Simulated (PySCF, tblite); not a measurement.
# C5H15NSSi: geometry, infrared bands and NMR shifts

Wanted: the infrared bands and NMR shifts of C5H15NSSi (`CC(C)(CN)CS[SiH3]`), by calculation.

Programs: tblite 0.8.0 and PySCF 2.14.0, with density-fitted response routines of our own. Each step states its level of theory. These are calculated values for one molecule in the gas phase, unless marked as measured. Atoms count from 0, in the outputs and in this text.

## 1. The molecule as given

23 atoms, charge 0, multiplicity 1; geometry from: force field or distance geometry start.

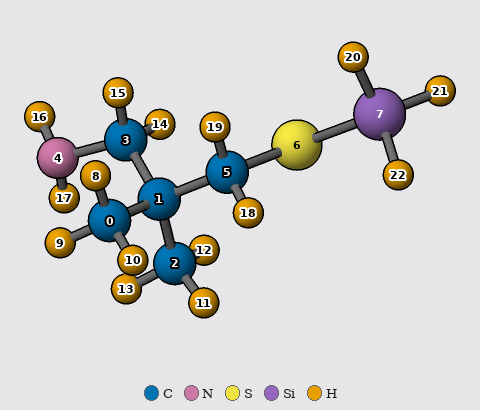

As it starts; carbon blue, nitrogen pink, sulfur yellow, silicon purple, hydrogen amber, atoms numbered.

## 2. Optimising the geometry with GFN2-xTB

What the job is given:

```
{"job": {"kind": "relax", "xc": "GFN2-xTB", "basis": "xTB"}, "charge": 0, "multiplicity": 1}
C     -1.671300    -1.054300     0.582700
C     -0.704200    -0.086500    -0.138600
C     -0.941200    -0.194400    -1.644300
C     -0.921800     1.368300     0.369800
N     -2.290600     1.848800     0.210300
C      0.735200    -0.570000     0.219800
S      2.097200     0.387000    -0.546200
Si     3.864900    -0.615600     0.167600
H     -1.559700    -0.999700     1.673100
H     -2.728000    -0.821000     0.349700
H     -1.505300    -2.092100     0.280400
H     -0.677900    -1.184500    -2.025100
H     -0.379800     0.556500    -2.195300
H     -2.002800    -0.036400    -1.895100
H     -0.253700     2.065900    -0.134600
H     -0.681500     1.416600     1.458800
H     -2.346100     2.808300     0.560400
H     -2.502800     1.907300    -0.792300
H      0.856300    -1.613200    -0.077700
H      0.882200    -0.533300     1.316500
H      3.857800    -0.562300     1.650300
H      5.059500     0.057400    -0.382600
H      3.808900    -2.025700    -0.271900
```

Started as:

```console
OMP_NUM_THREADS=1 python probes_run.py task.json out
```

One launch serves the whole session: the jobs run in the order shown.

**Question.** This job is followed by: GFN2-xTB harmonic vibrations, gas phase; GIAO PBE0/pcSseg-1 NMR shielding, non-relativistic, gas phase. What will the session give for the following? strongest single infrared mode (GFN2-xTB); zero-point energy (GFN2-xTB); ¹³C shifts against TMS (PBE0/pcSseg-1, means over atoms taken as alike); ¹H shifts against TMS (PBE0/pcSseg-1, means over atoms taken as alike); ¹⁵N shifts against NH3 (PBE0/pcSseg-1); ³³S shifts against CS2 (PBE0/pcSseg-1); ²⁹Si shifts against TMS (PBE0/pcSseg-1).

The runs gave:

| quantity | value |
| --- | --- |
| strongest single infrared mode (GFN2-xTB) | 770 cm⁻¹, 354 km/mol |
| zero-point energy (GFN2-xTB) | 119.7 kcal/mol |
| ¹³C shifts against TMS (PBE0/pcSseg-1, means over atoms taken as alike) | 55.0, 49.2, 38.1, 25.7 ppm |
| ¹H shifts against TMS (PBE0/pcSseg-1, means over atoms taken as alike) | 4.53, 2.93, 2.34, 1.16, 0.47 ppm |
| ¹⁵N shifts against NH3 (PBE0/pcSseg-1) | 30.3 ppm |
| ³³S shifts against CS2 (PBE0/pcSseg-1) | -216 ppm |
| ²⁹Si shifts against TMS (PBE0/pcSseg-1) | -53.9 ppm |

**Reading.** Over 54 steps the energy fell by 0.182 eV; of the close pairs, C1–C5 changed most, 1.560 to 1.530 Å. All 63 modes are real, so the xTB geometry is a minimum. The strongest single mode, at 770 cm⁻¹, has its largest shares on H21, H20 and H22 (the list is cut at 3 atoms). Unscaled tight-binding wavenumbers are off by several per cent, some by more. Its intensities can rank the bands wrongly. At PBE0/pcSseg-1: The widest tensor belongs to S6: span 292 ppm, with a paramagnetic part of -341 ppm.
